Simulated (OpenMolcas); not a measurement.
CuCl (charge +1): single-point calculation (part 2 of 2)

CuCl, charge +1, multiplicity 2; M06-L/cc-pVTZ, UKS (OpenMolcas 26.06). The geometry is that of the parent species in another charge or spin state. The geometry comes from this level: PBE0-D4/def2-TZVP.

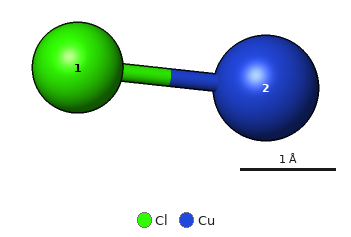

Figure 1. The input geometry (ball-and-stick view, seen at an oblique angle; atoms are numbered from 1 in the order of the input). Sticks mark near contacts.

Log, continued:
```
 *****************************************************************************************************************************
 *                                             SCF/KS-DFT Program, Final results                                             *
 *                                                       Final Results                                                       *
 *****************************************************************************************************************************

::    Total KS-DFT energy                           -2100.3997132876
      One-electron energy                           -3255.1261671388
      Two-electron energy                            1029.0593765900
      Nuclear repulsion energy                        125.6670772612
      Kinetic energy (interpolated)                  2098.0254067022
      Virial theorem                                    1.0011316863
      Total spin, S(S+1)                                0.7543516772
      Total spin, S                                     0.5021734766
      Max non-diagonal density matrix element           0.0000013713
      Max non-diagonal Fock matrix element              0.0000000386

      All orbitals with orbital energies smaller than  E(LUMO)+0.5 are printed

++    Molecular orbitals:
      -------------------

      Title: UKS-DFT orbitals (alpha)

      Molecular orbitals for symmetry species 1: a

          Orbital            1         2         3         4         5         6         7         8         9        10
          Energy         -322.7448 -101.4700  -39.0546  -34.1718  -34.1698  -34.1559   -9.6809   -7.3936   -7.3835   -7.3782
          Occ. No.          1.0000    1.0000    1.0000    1.0000    1.0000    1.0000    1.0000    1.0000    1.0000    1.0000

          Orbital           11        12        13        14        15        16        17        18        19        20
          Energy           -4.6531   -3.1148   -3.1143   -3.0845   -1.0430   -0.6296   -0.6128   -0.5841   -0.5618   -0.5606
          Occ. No.          1.0000    1.0000    1.0000    1.0000    1.0000    1.0000    1.0000    1.0000    1.0000    1.0000

          Orbital           21        22        23        24        25        26        27        28        29        30
          Energy           -0.5555   -0.5360   -0.5243   -0.3445   -0.2045   -0.1990   -0.1323   -0.1081   -0.0421   -0.0352
          Occ. No.          1.0000    1.0000    1.0000    0.0000    0.0000    0.0000    0.0000    0.0000    0.0000    0.0000

          Orbital           31        32        33        34        35        36
          Energy            0.0104    0.1209    0.1263    0.1267    0.1313    0.1411
          Occ. No.          0.0000    0.0000    0.0000    0.0000    0.0000    0.0000

--

      All orbitals with orbital energies smaller than  E(LUMO)+0.5 are printed

++    Molecular orbitals:
      -------------------

      Title: UKS-DFT orbitals (beta)

      Molecular orbitals for symmetry species 1: a

          Orbital            1         2         3         4         5         6         7         8         9        10
          Energy         -322.7446 -101.4651  -39.0421  -34.1598  -34.1577  -34.1526   -9.6785   -7.3832   -7.3804   -7.3754
          Occ. No.          1.0000    1.0000    1.0000    1.0000    1.0000    1.0000    1.0000    1.0000    1.0000    1.0000

          Orbital           11        12        13        14        15        16        17        18        19        20
          Energy           -4.6259   -3.0809   -3.0806   -3.0750   -1.0060   -0.6162   -0.5711   -0.5592   -0.5489   -0.5482
          Occ. No.          1.0000    1.0000    1.0000    1.0000    1.0000    1.0000    1.0000    1.0000    1.0000    1.0000

          Orbital           21        22        23        24        25        26        27        28        29        30
          Energy           -0.5232   -0.5082   -0.4933   -0.3377   -0.2007   -0.2004   -0.1325   -0.1075   -0.0400   -0.0385
          Occ. No.          1.0000    1.0000    0.0000    0.0000    0.0000    0.0000    0.0000    0.0000    0.0000    0.0000

--

++    Molecular charges:
      ------------------

      Mulliken charges per centre and basis function type
      ---------------------------------------------------

                            CL1                     CU2
                     alpha        beta       alpha        beta
      1s           3.0119      3.0084      3.1548      3.1763
      2px          1.8630      1.6818      2.0286      2.0306
      2pz          1.9473      1.5293      2.0186      2.0170
      2py          1.9593      1.8958      2.0189      2.0216
      3d2+         0.0041      0.0046      0.9929      0.8915
      3d1+         0.0047      0.0050      0.9902      0.9124
      3d0          0.0026      0.0031      1.0001      0.8733
      3d1-         0.0016      0.0018      0.9991      0.9486
      3d2-         0.0040      0.0042      0.9964      0.9924
      4f3+         0.0003      0.0003      0.0001      0.0000
      4f2+         0.0003      0.0003      0.0001      0.0001
      4f1+         0.0003      0.0006      0.0001      0.0000
      4f0          0.0001      0.0001      0.0000      0.0000
      4f1-         0.0001      0.0000      0.0000      0.0000
      4f2-         0.0002      0.0003      0.0000      0.0000
      4f3-         0.0003      0.0003      0.0001      0.0001
      5g4+         0.0000      0.0000      0.0000      0.0000
      5g3+         0.0000      0.0000      0.0000      0.0000
      5g2+         0.0000      0.0000      0.0000      0.0000
      5g1+         0.0000      0.0000      0.0000      0.0000
      5g0          0.0000      0.0000      0.0000      0.0000
      5g1-         0.0000      0.0000      0.0000      0.0000
      5g2-         0.0000      0.0000      0.0000      0.0000
      5g3-         0.0000      0.0000      0.0000      0.0000
      5g4-         0.0000      0.0000      0.0000      0.0000
      Total        8.8000      8.1361     14.2000     13.8639
      Total             16.9361                 28.0639

      Charge            0.0639                  0.9361

      Total electronic charge=   45.000000

      Total            charge=    1.000000
--

++    Molecular orbitals:
      -------------------

      Title: Natural orbitals

      Molecular orbitals for symmetry species 1: a

          Orbital            1         2         3         4         5         6         7         8         9        10
          Energy         -322.7447 -101.4627  -38.8346  -34.0715  -34.0603  -34.0956   -7.3996   -7.3762   -9.6686   -7.3874
          Occ. No.          2.0000    2.0000    2.0000    2.0000    2.0000    2.0000    2.0000    2.0000    2.0000    2.0000

          Orbital           11        12        13        14        15        16        17        18        19        20
          Energy           -3.1375   -4.8093   -3.1831   -3.1904   -0.5544   -0.6055   -0.5551   -0.6382   -0.5401   -0.8190
          Occ. No.          2.0000    2.0000    2.0000    2.0000    2.0000    2.0000    2.0000    1.9999    1.9998    1.9996

          Orbital           21        22        23        24        25        26        27        28        29        30
          Energy           -0.7294   -0.5883   -0.5239    0.1376   -0.1056    0.2288    0.3129    0.5766    0.6408    0.6218
          Occ. No.          1.9994    1.9992    1.0000    0.0008    0.0006    0.0004    0.0002    0.0001    0.0000    0.0000

          Orbital           31        32        33        34        35        36        37        38        39        40
          Energy            0.6211    3.8820    4.1237    6.2667    3.4275    1.9096    3.7662    2.0143    2.1482    8.0119
          Occ. No.          0.0000    0.0000    0.0000    0.0000    0.0000    0.0000    0.0000    0.0000    0.0000    0.0000

          Orbital           41        42        43        44        45        46        47        48        49        50
          Energy            7.9836    6.7841    8.1831    1.7308    4.4767    0.0828    1.0692    0.3957    0.0851    2.1100
          Occ. No.          0.0000    0.0000    0.0000    0.0000    0.0000    0.0000    0.0000    0.0000    0.0000    0.0000

          Orbital           51        52        53        54        55        56        57        58        59        60
          Energy            0.1519    0.3823    0.3745    6.0754    1.2616    1.3418    1.7688    1.9860    1.1028    1.3914
          Occ. No.          0.0000    0.0000    0.0000    0.0000    0.0000    0.0000    0.0000    0.0000    0.0000    0.0000

          Orbital           61        62        63        64        65        66        67        68        69        70
          Energy            1.3277    1.3063    1.2063    2.2523    1.3384    1.5840    1.6016    1.0566   10.2297    1.6027
          Occ. No.          0.0000    0.0000    0.0000    0.0000    0.0000    0.0000    0.0000    0.0000    0.0000    0.0000

          Orbital           71        72        73        74        75        76        77        78        79        80
          Energy            3.2596    2.9443   11.7729    1.6640    6.8695   11.6917    6.9283    8.2674   13.2040   13.4296
          Occ. No.          0.0000    0.0000    0.0000    0.0000    0.0000    0.0000    0.0000    0.0000    0.0000    0.0000

          Orbital           81        82        83        84        85        86        87        88        89        90
          Energy           13.6067    7.5878   13.5935    7.5329   12.9350   13.6001    3.2623   13.5971   13.3048    1.8572
          Occ. No.          0.0000    0.0000    0.0000    0.0000    0.0000    0.0000    0.0000    0.0000    0.0000    0.0000

--

++    Molecular properties:
      ---------------------

      Charge (e):
                      =    1.0000
      Dipole Moment (debye):
      Origin of the operator (angstrom)=   -0.2376    0.0599   -0.1249
                   X= -2.8094E+00               Y=  1.0019E+00               Z= -1.4131E+00           Total=  3.3006E+00
      Center of Charge (angstrom)
                     X=   -0.82251158               Y=    0.26849219               Z=   -0.41911827
      Quadrupole Moment (debye*angstrom):
      Origin of the operator (angstrom)=   -0.2376    0.0599   -0.1249
                  XX= -1.5471E+01              XY= -1.9668E+00              XZ=  2.4798E+00              YY= -2.1119E+01
                  YZ= -1.4756E+00              ZZ= -1.9499E+01
      In traceless form (debye*angstrom)
                  XX=  4.8377E+00              XY= -2.9502E+00              XZ=  3.7198E+00              YY= -3.6335E+00
                  YZ= -2.2135E+00              ZZ= -1.2042E+00
--

--- Stop Module: scf /rc=_RC_ALL_IS_WELL_ ---
--- Module scf spent 57 seconds ---

.##################.
.# Happy landing! #.
.##################.

    Timing: Wall=61.94 User=55.78 System=5.44
```

The run was set up as follows.

Input:
```
&gateway
baslib
$CurrDir
coord
2
angstrom
Cl       0.898300      -0.345200       0.446400
Cu      -0.868800       0.285000      -0.442400
basis
cc-pVTZ
group
NoSym
&seward
gridinput
Grid=UltraFine
End of Grid
&scf
uhf
charge
1
spin
2
ksdft
M06L
thresholds
1e-10 1e-07 1e-07 1e-05
prorbitals
1 1
```

Command:
```bash
export MOLCAS_MEM=1860
pymolcas test.input > test.log
```

Results in brief:

```tsv
quantity	value
outcome	converged
total energy	−2100.399713 hartree
basis functions	102
⟨S²⟩	0.754
hardware	1 thread of Arm Neoverse V1, 24 GiB of memory available, shared host
wall time	62 s
peak memory	0.57 GiB
```
